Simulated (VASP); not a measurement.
Band structure of VSi (space group P6_3/mmc). Method: PBE GGA, VASP's PBE PAW potentials (set 64) (plane waves; VASP).

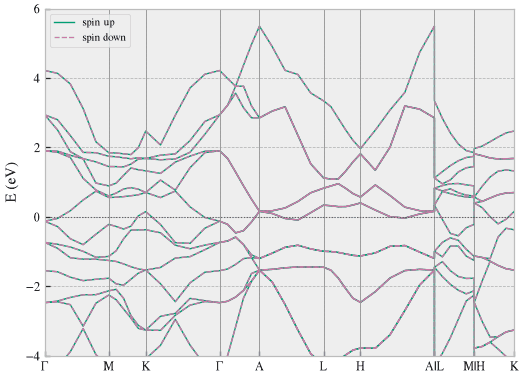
Bands along high-symmetry lines, zero at the valence-band maximum or, without a gap, the Fermi level

Question: Read the plot: is there a gap, and where are the band edges?

Answer: It has no gap at this level: it comes out as a metal or semimetal.

The structure was generated: VSi was put into an ordered model structure, which need not be its known phase. The cell was not relaxed at this level. The k-mesh is coarse (spacing up to 0.32 per Å, 2π included), so the numbers may not be converged in it.
